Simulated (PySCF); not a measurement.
**C$_{3}$H$_{9}$GaS$_{3}$ (Ga(SMe)3): density, localisation and related maps**

```xyz
16

Ga    0.0004    0.0074   -0.0065
S     2.0528   -0.7646   -0.0150
C     2.7467    0.1521   -1.4345
H     2.2289   -0.1014   -2.3692
H     3.7992   -0.1496   -1.5193
H     2.7019    1.2377   -1.2739
S    -0.6442    1.4984   -1.4788
C    -2.3778    1.7315   -0.9514
H    -2.8073    2.4987   -1.6096
H    -2.4393    2.0825    0.0876
H    -2.9584    0.8056   -1.0599
S    -1.4318   -0.7177    1.4872
C    -0.3747   -1.8935    2.4020
H     0.4552   -1.3799    2.9055
H     0.0259   -2.6741    1.7412
H    -1.0117   -2.3670    3.1611
```

Geometry: PBE0-D3(BJ)/def2-SVP.

The calculation used PBE0/def2-SVPD, SCF density, gas phase in PySCF 2.14.0.

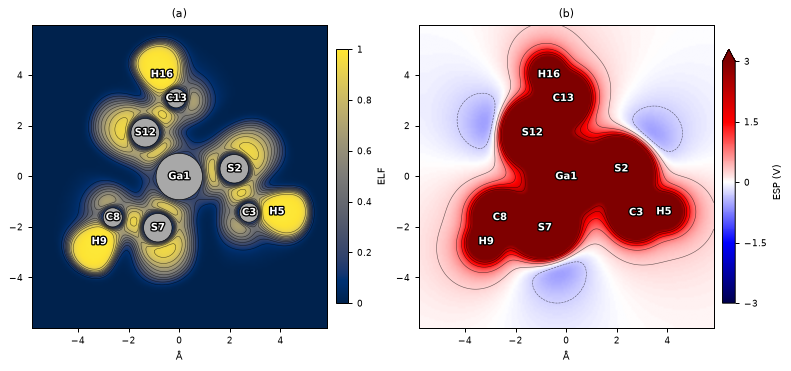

Figure 1. (a) electron localisation function; (b) molecular electrostatic potential on the plane of atoms Ga1, S12 and C13. Grey discs cover the atomic cores in the ELF map.

Interpret the plot.

Answer.
- Atoms in the plane: Ga, S, C and H.
- C–S (1.83 Å): the ELF peaks at about 0.90 between the atoms (a covalent bond).
- Ga–S (2.19 Å): the ELF peaks at about 0.85 in the valence shell of S, 0.9 Å from its nucleus, and is about 0.70 at the midpoint.
- C–H (1.10 Å): the ELF climbs to about 1 towards the hydrogen, as it does in any bond to H; an ordinary covalent bond to hydrogen.
- The ELF also peaks beside S7, S2 and S12, away from the bonds: lone-pair regions.
- Outside the dense part of the molecule the potential is most negative (−0.6 V) near S7.

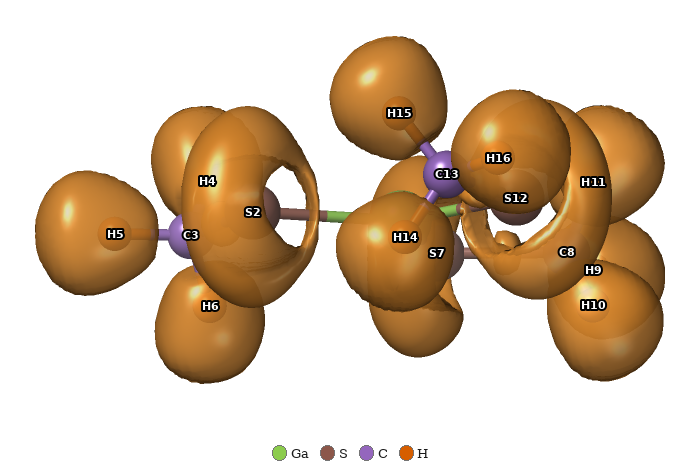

Figure 2. Isosurface of the electron localisation function at 0.85 (orange), seen from one side. Core shells and regions of very low density are left out.

Identify the bonds, lone pairs and shells in this picture.

Answer. The ELF exceeds this value in three regions between bonded C–S atoms (shared pairs), nine regions around hydrogen nuclei and three regions wrapped around S (the valence shell of each).

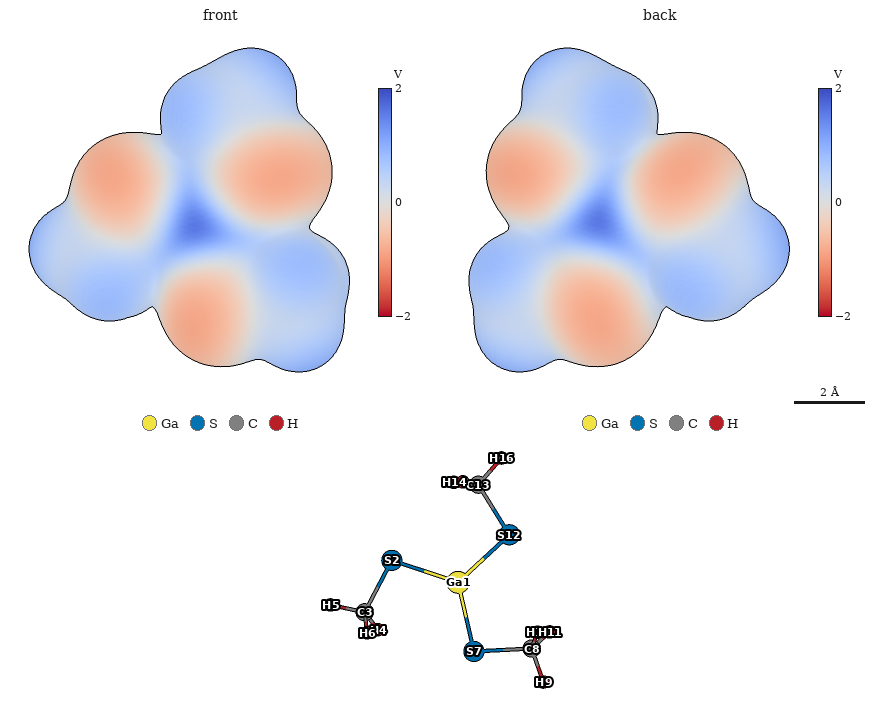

Figure 3. The electrostatic potential painted on the density surface at 0.002 e/bohr³, seen from the front and from behind; the colour scale runs from red (negative) to blue (positive). The bare structure is drawn below in the same view.

Describe the electrostatic potential map.

Answer. The most negative region (about −0.8 V) lies over S2, S7 and S12, the most positive (about +1.5 V) over Ga1.

How polar is the molecule by this calculation?

Answer. Its dipole moment is 0.05 D.
